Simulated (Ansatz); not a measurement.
A computed series for Cu: pressure series

Base system: Cu in the fcc (Cu type) structure (space group Fm-3m, No. 225; a = 3.577 Å).

Cell and atoms are relaxed at each pressure.

Level of theory: plane-wave PAW DFT at the r2SCAN level (Ansatz, a first-principles code, 500 eV), no spin-orbit coupling.

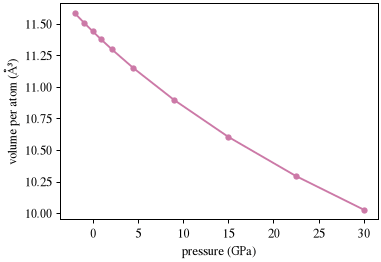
Figure. Volume per atom against pressure

Question: From the plot, what is the volume per atom for pressure 4.5 GPa?

Answer: About 11.1 Å³.

Question: Is the trend monotonic over the range shown?

Answer: Yes, it falls throughout, spanning 10.03 Å³ to 11.58 Å³.

Load acts through the strain it causes; cell and atoms are relaxed under it. Whether these cells are dynamically stable was not tested. Competing high-pressure phases were not computed. The final runs are not spin-polarised.
